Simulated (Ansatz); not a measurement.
# Phonons of MoS2 (P6_3/mmc) against volume, part 3 of 4

Aim: how do the optical modes of MoS2 (P6_3/mmc) move with volume?

Ansatz 0.2.0; DFT PBE+D3(BJ), scalar-relativistic, plane waves, PAW; PAW set soft_1.

So far, mean high-frequency dielectric constant: step 4 (zone-centre response at rest) 12.8.

The database entry behind the starting cell differs from later determinations by our own check (about 0.3 % long), so it need not match the best structure at ambient conditions.

### 5. A member of the series: 1.06 times the volume at rest

The cell is set to 1.06 times the volume at rest, and shape and atoms relax at that volume.

Input file input.yaml:

```yaml
crystal:
  lattice:
    - [3.1838995055, 0.0, 0.0]
    - [-1.5919497527, 2.7573378548, 0.0]
    - [0.0, 0.0, 12.5386893992]
  atoms:
    - { symbol: S, position: [0.3333333333, 0.6666666667, 0.6244128751] }
    - { symbol: S, position: [0.6666666667, 0.3333333333, 0.1244128751] }
    - { symbol: S, position: [0.3333333333, 0.6666666667, 0.8755871249] }
    - { symbol: S, position: [0.6666666667, 0.3333333333, 0.3755871249] }
    - { symbol: Mo, position: [0.3333333333, 0.6666666667, 0.25] }
    - { symbol: Mo, position: [0.6666666667, 0.3333333333, 0.75] }
kpoints:
  mp_grid: { grid: [12, 12, 4] }
hamiltonian:
  xc: pbe
  dispersion: d3bj
  pseudopotentials: { kind: paw, azcp: { folder: soft_1 } }
scf:
  occupations: { method: gaussian, width: 0.02 }
output:
  forces: true
  stress: true
  eigenvalues: true
relax:
  adjacent_minimum: "off"
  f_tol: 0.001
  max_steps: 60
  cell: { stress_tol: 0.01, fix: [volume] }
```

The run is started by

```bash
ansatz run input.yaml --threads 4 --pin off --max-ram 16384MiB --backend cpu --events-out ev --progress --plain --runs-dir out
```

Numbers of over 12 decimals in the logs are rounded to 6 here.

Output:

```text
[...]
Crystal: 6 atoms, lattice volume = 110.078 Å³
Basis set: ecut = 420 eV, 2177 PW (Γ), exchange–correlation on 48×48×180 points (8 copies of the dense FFT grid, shifted against one another)
Bands: 32, of which v1, the nominal top of the filled ones, is band 26 counted from 1 (25 counted from 0)
Symmetry: 24 space group operations
[...]
k-points: 57 of 576
[...]
- [-1.584291, 2.744072, -1.4241043597218235e-19]
    - [1.1216687089668949e-18, 0, 12.660219]
  atoms:
    - { symbol: S, position: [0.333333, 0.666667, 0.626435] }
    - { symbol: S, position: [0.666667, 0.333333, 0.126435] }
    - { symbol: S, position: [0.333333, 0.666667, 0.873565] }
    - { symbol: S, position: [0.666667, 0.333333, 0.373565] }
    - { symbol: Mo, position: [0.333333, 0.666667, 0.250000] }
    - { symbol: Mo, position: [0.666667, 0.333333, 0.750000] }
[key lines of the parts left out:]
SCF converged after 7 iterations
Free energy (F): -13528.124673 eV
Fermi energy:    10.877745 eV
P = ⅓ Tr σ = -1.8988 GPa (-18.988 kbar)
```

Run time: 19 s. Hardware: 4 threads of Arm Neoverse V1, shared host; peak memory 0.58 GiB.

Relaxation path:

```
step  energy less that of the first step (eV)  largest force component (eV/Å)  pressure (GPa)  volume (Å³)
   1                                   0.0000                          0.2986           -4.10       110.08
   2                                  -0.0130                          0.1030           -1.22       110.08
   3                                  -0.0143                          0.0120           -1.92       110.08
   4                                  -0.0144                          0.0031           -1.92       110.08
   5                                  -0.0144                          0.0000           -1.90       110.08
  6*                                  -0.0144                          0.0000           -1.90       110.08
```

Relaxation steps marked * repeat the geometry before them on a plane-wave basis chosen anew for their cell, so energy and pressure can jump there.

The run keeps the 24 symmetry operations that it works with, so distortions that break them were not tested.

```
conventional cell, symmetrised  before   after  change
                         a (Å)   3.184   3.169  -0.5 %
                         b (Å)   3.184   3.169  -0.5 %
                         c (Å)  12.539  12.660  +1.0 %
              volume (Å³/atom)   18.35   18.35  -0.0 %
```

The atoms that moved most (Å, as changes of fractional coordinates times the final cell):

```
atom     dx     dy      dz  length
  S2  0.000  0.000   0.026   0.026
  S1  0.000  0.000   0.026   0.026
  S4  0.000  0.000  -0.026   0.026
  S3  0.000  0.000  -0.026   0.026
```

The relaxed structure:

```xyz
6
Lattice="3.1686 0.0000 0.0000 -1.5843 2.7441 0.0000 0.0000 0.0000 12.6602" Properties=species:S:1:pos:R:3 pbc="T T T"
S     0.0000    1.8294    7.9308
S     1.5843    0.9147    1.6007
S     0.0000    1.8294   11.0595
S     1.5843    0.9147    4.7294
Mo    0.0000    1.8294    3.1651
Mo    1.5843    0.9147    9.4952
```

Numbers from this step:

* pressure: -1.899 GPa
* gap on the k-mesh: 1.029 eV
* volume per atom: 18.35 Å³

The largest force component left is 0.019 meV/Å, at a pressure of -1.90 GPa.

### 6. Zone-centre modes of the member: 1.06 times the volume at rest

The zone-centre modes follow for 1.06 times the volume at rest, with the response to a field.

Input file input.yaml:

```yaml
crystal:
  lattice:
    - [3.1685810516, 0.0, 0.0]
    - [-1.5842905258, 2.7440716846, 0.0]
    - [0.0, 0.0, 12.6602186391]
  atoms:
    - { symbol: S, position: [0.3333333333, 0.6666666667, 0.6264353416] }
    - { symbol: S, position: [0.6666666667, 0.3333333333, 0.1264353416] }
    - { symbol: S, position: [0.3333333333, 0.6666666667, 0.8735646584] }
    - { symbol: S, position: [0.6666666667, 0.3333333333, 0.3735646584] }
    - { symbol: Mo, position: [0.3333333333, 0.6666666667, 0.25] }
    - { symbol: Mo, position: [0.6666666667, 0.3333333333, 0.75] }
kpoints:
  mp_grid: { grid: [12, 12, 4] }
hamiltonian:
  xc: pbe
  dispersion: d3bj
  pseudopotentials: { kind: paw, azcp: { folder: soft_1 } }
scf:
  occupations: { method: fixed }
output:
  eigenvalues: true
phonons:
  method: dfpt
  dielectric: true
  rigid_motions: translations
```

Output:

```text
[...]
Crystal: 6 atoms, lattice volume = 110.078 Å³
Basis set: ecut = 420 eV, 2143 PW (Γ), exchange–correlation on 48×48×180 points (8 copies of the dense FFT grid, shifted against one another)
Bands: 32, of which v1, the nominal top of the filled ones, is band 26 counted from 1 (25 counted from 0)
Symmetry: 24 space group operations
k-points: 164 of 576 (irreducible under 2 space group operations, time reversal used)
[...]
SCF iter   1: F=—  HF=-13529.657364 eV  |F-HF|=—  |Δ(HF+E_count)|=         —  Δρ=6.02e-2  dr2=5.06e0  ethr=3.10e-3  ⟨swp⟩=5.4  Hψ=23197  notcnv=0  defer=479
[...]
SCF iter  11: F=-13528.124673 eV  HF=-13528.124673 eV  |F-HF|=1.09e-11  |Δ(HF+E_count)|=  2.58e-10  Δρ=1.61e-7  dr2=3.83e-11  ethr=1.00e-12  ⟨swp⟩=15.9  Hψ=38808  notcnv=0
SCF 1 converged in 11 iterations: F = -13528.124673 eV  dr2 = 3.83e-11
[...]
Bands: 27, of which v1, the nominal top of the filled ones, is band 26 counted from 1 (25 counted from 0)
k-points: 84 of 576 (irreducible under 8 space group operations)
[...]
Eigensolver: Dense (84 Hₖ)
SCF iter   1: F=—  HF=-13528.068789 eV  |F-HF|=—  |Δ(HF+E_count)|=         —  Δρ=2.35e-4  dr2=1.33e-5  ethr=1.00e-1
[...]
SCF iter   4: F=-13528.068806 eV  HF=-13528.068806 eV  |F-HF|=6.89e-10  |Δ(HF+E_count)|=   1.96e-8  Δρ=6.45e-6  dr2=3.74e-8  ethr=6.23e-10
SCF 1 converged in 4 iterations: F = -13528.068806 eV  dr2 = 3.74e-8
[...]
SCF converged after 11 iterations
Free energy (F): -13528.124673 eV
[...]
Internal energy: -13528.124673 eV  (E = F + TS)
E sigma→0 (E₀):  -13528.124673 eV
Fermi energy:    10.363697 eV
[...]
--- Band table (eV; the first three rows and the last of 164) ---
  k-point 0: bands = [... 22 lower, 8.3262, 9.0557, 9.3454, 10.3637, 12.5738, 12.5738, 12.5936, 12.5936, ... 2 higher]
  k-point 1: bands = [... 22 lower, 8.3217, 8.5544, 9.7350, 10.2973, 12.5750, 12.5750, 12.5881, 12.5881, ... 2 higher]
  k-point 2: bands = [... 22 lower, 8.3109, 8.3109, 10.0910, 10.0910, 12.5796, 12.5796, 12.5796, 12.5796, ... 2 higher]
  k-point 163: bands = [... 22 lower, 8.1214, 8.1214, 9.2762, 9.2762, 11.9583, 11.9583, 12.5734, 12.5734, ... 2 higher]
[...]
ASR residual: 1.132e-4 → 0.000e0 eV/Å²; symmetrization residual: 5.160e-6 eV/Å²
[...]
ASR residual per site (eV/Å²): 1.03e-4 1.03e-4 1.03e-4 1.03e-4 1.13e-4 1.13e-4
[...]
ε∞ (high-frequency dielectric tensor):
       14.855379     0.000000    -0.000000
        0.000000    14.855379     0.000000
       -0.000000     0.000000     5.703829
  ε⁰ (static dielectric tensor: ions relaxed, cell fixed):
       15.022207     0.000000     0.000000
        0.000000    15.022207    -0.000000
        0.000000    -0.000000     5.734458
  ε⁰ − ε∞ (ionic part):
        0.166828     0.000000     0.000000
        0.000000     0.166828    -0.000000
        0.000000    -0.000000     0.030629
[...]
Born effective charges Z* (e; rows j = field, columns β = displacement):
    site 0:
         0.50368   -0.00000   -0.00000
         0.00000    0.50368    0.00000
        -0.00000    0.00000    0.26380
    site 1:
         0.50368   -0.00000    0.00000
         0.00000    0.50368   -0.00000
         0.00000   -0.00000    0.26380
    site 2:
         0.50368   -0.00000    0.00000
         0.00000    0.50368   -0.00000
         0.00000   -0.00000    0.26380
    site 3:
         0.50368   -0.00000   -0.00000
         0.00000    0.50368    0.00000
        -0.00000    0.00000    0.26380
    site 4:
        -1.00736    0.00000    0.00000
        -0.00000   -1.00736   -0.00000
         0.00000    0.00000   -0.52759
    site 5:
        -1.00736   -0.00000    0.00000
        -0.00000   -1.00736   -0.00000
         0.00000    0.00000   -0.52759
  Z* charge neutrality: 5.324e-3 e pre-enforcement
  solved inside a basis spanned on kpoints, on 12×12×4 k-points, its susceptibility summed on 16×16×4: ε∞ is read to err by 7.1e-2, Z* by 1.7e-2 e (field_mesh: kpoints solves on kpoints); Z* is corrected for what the basis lacks
  optical modes at Γ without the LO–TO term, one row a degenerate level:
      ω (cm⁻¹)  modes    IR ((D/Å)²/amu)
         24.11      2             0.0000
         35.84      1             0.0000
        278.39      2             0.0000
        279.78      2             0.0000
        376.13      2             0.0000
        376.15      2             2.4365
        398.39      1             0.0000
        402.24      1             0.0000
        459.77      1             0.3342
        462.86      1             0.0000
  optical modes at Γ + LO–TO along q̂ = [1.0000, 0.0000, 0.0000]:
      ω (cm⁻¹)  modes    IR ((D/Å)²/amu)
         24.11      2             0.0000
         35.84      1             0.0000
        278.39      2             0.0000
[...]
optical modes at Γ + LO–TO along q̂ = [0.0000, 1.0000, 0.0000]:
      ω (cm⁻¹)  modes    IR ((D/Å)²/amu)
[...]
459.77      1             0.3342
        462.86      1             0.0000
  optical modes at Γ + LO–TO along q̂ = [0.0000, 0.0000, 1.0000]:
      ω (cm⁻¹)  modes    IR ((D/Å)²/amu)
         24.11      2             0.0000
         35.84      1             0.0000
        278.39      2             0.0000
        279.78      2             0.0000
        376.13      2             0.0000
        376.15      2             2.4365
        398.39      1             0.0000
        402.24      1             0.0000
        461.00      1             0.3342
        462.86      1             0.0000
```

It took 2.9 min on 4 threads; peak memory 2.4 GiB; 11 min of CPU time.

This step gave:

```yaml
sum_rule_residual_before_enforcement: 1.13e-4 eV/Å²
miss_of_the_charge_sum_rule: 0.005324 e
estimated_error_of_the_dielectric_tensor: 0.07059
estimated_error_of_the_born_charges: 0.01693 e
highest_optical_mode_at_the_zone_centre_no_lo_to_term: 462.9 cm⁻¹
lowest_optical_zone_centre_mode: 24.11 cm⁻¹
mean_high_frequency_dielectric_constant: 11.80
largest_born_charge_third_of_the_trace: -0.8475 e
mean_static_dielectric_constant: 11.93
top_of_the_zone_centre_spectrum_with_the_field: 462.9 cm⁻¹
```

Without the LO-TO term. Patterns of degenerate modes are one choice out of their space. Modes at Γ, with each element's share of the kinetic energy:

```
mode  frequency (cm⁻¹)      symmetry  S %  Mo %
   1               0.0      acoustic   40    60
   2               0.0      acoustic   40    60
   3               0.0      acoustic   40    60
   4              24.1           E2g   40    60
   5              24.1           E2g   40    60
   6              35.8           B1g   39    61
   7             278.4           E2u  100     0
   8             278.4           E2u  100     0
   9             279.8           E1g  100     0
  10             279.8           E1g  100     0
  11             376.1  not assigned   60    40
  12             376.1  not assigned   60    40
  13             376.1  not assigned   60    40
  14             376.1  not assigned   60    40
  15             398.4           B2u  100     0
  16             402.2           A1g  100     0
  17             459.8           A2u   60    40
  18             462.9           B1g   61    39
```

Transverse modes. Infrared lines, with heights relative to the strongest:

```
position (cm⁻¹)  lines merged  relative intensity
             24             1                 0.0
             36             1                 0.0
            278             1                 0.0
            280             1                 0.0
            376             2                 100
            398             1                 0.0
            402             1                 0.0
            460             1                  14
            463             1                 0.0
```

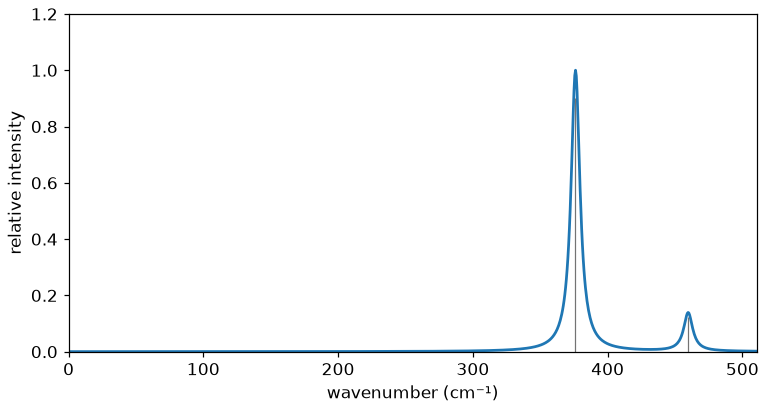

The infrared spectrum, broadened with Lorentzians of width 8 cm⁻¹; bars mark the lines.

Without the LO-TO term the lowest optical mode is real, 24.1 cm⁻¹, and the highest lies at 462.9 cm⁻¹.

Between step 4 and this run (volume ratio 1.06) the value for the mean high-frequency dielectric constant moves from 12.8 to 11.8 (-7 %).

### 7. Relaxation of a member: 0.9 times the volume at rest

The cell is set to 0.9 times the volume at rest, and shape and atoms relax at that volume.

Input file input.yaml:

```yaml
crystal:
  lattice:
    - [3.0774627902, 0.0, 0.0]
    - [-1.5387313951, 2.6651609555, 0.0]
    - [0.0, 0.0, 11.3951978616]
  atoms:
    - { symbol: S, position: [0.3333333333, 0.6666666667, 0.6132556996] }
    - { symbol: S, position: [0.6666666667, 0.3333333333, 0.1132556996] }
    - { symbol: S, position: [0.3333333333, 0.6666666667, 0.8867443004] }
    - { symbol: S, position: [0.6666666667, 0.3333333333, 0.3867443004] }
    - { symbol: Mo, position: [0.3333333333, 0.6666666667, 0.25] }
    - { symbol: Mo, position: [0.6666666667, 0.3333333333, 0.75] }
kpoints:
  mp_grid: { grid: [12, 12, 4] }
hamiltonian:
  xc: pbe
  dispersion: d3bj
  pseudopotentials: { kind: paw, azcp: { folder: soft_1 } }
scf:
  occupations: { method: gaussian, width: 0.02 }
output:
  forces: true
  stress: true
  eigenvalues: true
relax:
  adjacent_minimum: "off"
  f_tol: 0.001
  max_steps: 60
  cell: { stress_tol: 0.01, fix: [volume] }
```

Output:

```text
[...]
Crystal: 6 atoms, lattice volume = 93.463 Å³
Basis set: ecut = 420 eV, 1827 PW (Γ), exchange–correlation on 48×48×160 points (8 copies of the dense FFT grid, shifted against one another)
Bands: 32, of which v1, the nominal top of the filled ones, is band 26 counted from 1 (25 counted from 0)
Symmetry: 24 space group operations
[...]
k-points: 57 of 576
[...]
cell:  # Å, volume = 93.4627 Å³
    - [3.083627, 0, 0]
    - [-1.541813, 2.670499, 0]
    - [0, 0, 11.349688]
  atoms:
    - { symbol: S, position: [0.333333, 0.666667, 0.611581] }
    - { symbol: S, position: [0.666667, 0.333333, 0.111581] }
    - { symbol: S, position: [0.333333, 0.666667, 0.888419] }
    - { symbol: S, position: [0.666667, 0.333333, 0.388419] }
    - { symbol: Mo, position: [0.333333, 0.666667, 0.25] }
    - { symbol: Mo, position: [0.666667, 0.333333, 0.750000] }
[key lines of the parts left out:]
SCF converged after 9 iterations
Free energy (F): -13527.937607 eV
Fermi energy:    13.749704 eV
P = ⅓ Tr σ = 8.3889 GPa (83.889 kbar)
```

It took 18 s on 4 threads; peak memory 0.55 GiB.

Relaxation path:

```
step  energy less that of the first step (eV)  largest force component (eV/Å)  pressure (GPa)  volume (Å³)
   1                                   0.0000                          0.3687           10.45        93.46
   2                                  -0.0098                          0.1296            7.54        93.46
   3                                  -0.0129                          0.0297            8.32        93.46
   4                                  -0.0132                          0.0035            8.41        93.46
   5                                  -0.0132                          0.0000            8.39        93.46
  6*                                  -0.0132                          0.0000            8.39        93.46
```

Relaxation steps marked * repeat the geometry before them on a plane-wave basis chosen anew for their cell, so energy and pressure can jump there.

Forces are held to the 24 operations that the run works with; a distortion that breaks them can't arise in this run.

```
conventional cell, symmetrised  before   after  change
                         a (Å)   3.077   3.084  +0.2 %
                         b (Å)   3.077   3.084  +0.2 %
                         c (Å)  11.395  11.350  -0.4 %
              volume (Å³/atom)   15.58   15.58  +0.0 %
```

The atoms that moved most (Å, as changes of fractional coordinates times the final cell):

```
atom     dx     dy      dz  length
  S3  0.000  0.000   0.019   0.019
  S1  0.000  0.000  -0.019   0.019
  S2  0.000  0.000  -0.019   0.019
  S4  0.000  0.000   0.019   0.019
```

The relaxed structure:

```cif
data_structure
_symmetry_space_group_name_H-M 'P 1'
_symmetry_Int_Tables_number 1
_cell_length_a 3.0836
_cell_length_b 3.0836
_cell_length_c 11.3497
_cell_angle_alpha 90.000
_cell_angle_beta 90.000
_cell_angle_gamma 120.000
_cell_volume 93.46
loop_
_atom_site_label
_atom_site_type_symbol
_atom_site_fract_x
_atom_site_fract_y
_atom_site_fract_z
_atom_site_occupancy
S1 S 0.33333 0.66667 0.61158 1
S2 S 0.66667 0.33333 0.11158 1
S3 S 0.33333 0.66667 0.88842 1
S4 S 0.66667 0.33333 0.38842 1
Mo5 Mo 0.33333 0.66667 0.25000 1
Mo6 Mo 0.66667 0.33333 0.75000 1
```

This step gave:

- pressure: 8.389 GPa
- gap on the k-mesh: 0.3458 eV
- volume per atom: 15.58 Å³

The largest force component left is 0.0043 meV/Å, at a pressure of 8.39 GPa.

(Continued in part 4 of 4.)

[Logs are printed without paths, hosts, clocks, repeated set-up lines and the standing remarks that a program may print on its own settings, such as how far it seeks lower states.]

[Hosts, paths, dates, database ids (printed as entryN), source tags and the programs' standing remarks are cut or masked in the printed files.]
